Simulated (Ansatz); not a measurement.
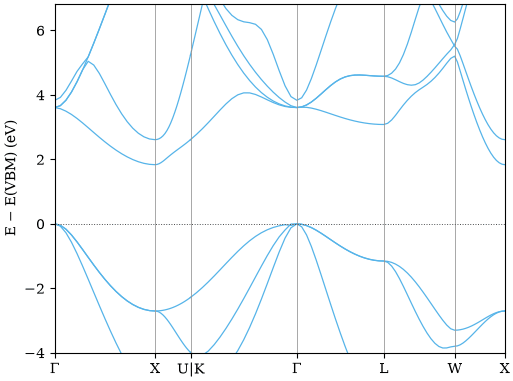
Figure. Band structure from DFT-PBEsol in the program Ansatz with PAW potentials

**Question.** Read off the gap and where the band edges lie.

**Answer.** About 1.8 eV (1.84 eV by a search for the band edges); maximum at Γ, minimum at X.

The material is BeTe (zinc blende, F-43m).

The cell was relaxed with PBEsol under the symmetry of its start. Scalar-relativistic: spin–orbit coupling is off unless named, which matters more the heavier the elements.

Potentials: the later of the program's two PAW sets.
